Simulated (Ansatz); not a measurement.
The structure below was relaxed with PBEsol-D3(BJ), PAW, 420 eV (Ansatz, a first-principles code; no spin-orbit coupling), at pressure 50 GPa.

```
P
1.0
    1.45335    -4.32985     0.00000
    1.45335     4.32985     0.00000
    0.00000     0.00000     3.38530
P
4
Direct
  0.87539   0.12461   0.00000
  0.12461   0.87539   0.00000
  0.37539   0.62461   0.50000
  0.62461   0.37539   0.50000
```

Find the space group and the Wyckoff positions.

Space group Fmmm (No. 69); a = 2.907 Å, b = 3.385 Å, c = 8.660 Å, α = 90.00°, β = 90.00°, γ = 90.00°

```
atom  site  symmetry       x       y       z
----  ----  --------  ------  ------  ------
P       8i       mm2  0.0000  0.0000  0.1246
```

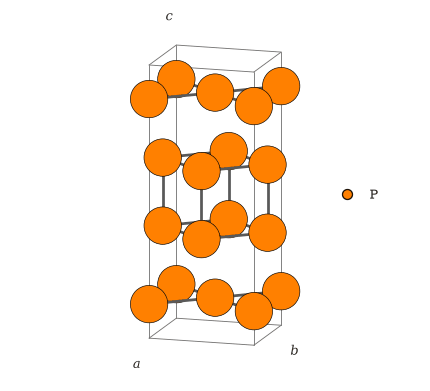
Figure. The conventional cell

Load acts through the strain it causes; cell and atoms are relaxed under it. Stability against distortions was not tested. Along this pressure series the structure jumps between pressure 7 GPa and pressure 50 GPa; cells beyond that are another form of it. Measured, P leaves this structure (for the A7 structure) near 5 GPa (temperature not stated; as listed in Olga Degtyareva, NATO science for peace and security series. B, Physics and biophysics (2010)). The cell was made from P in the black-P type structure (space group Cmce, No. 64; layered, stacked along the Cartesian y axis) by this change: pressure 50 GPa.
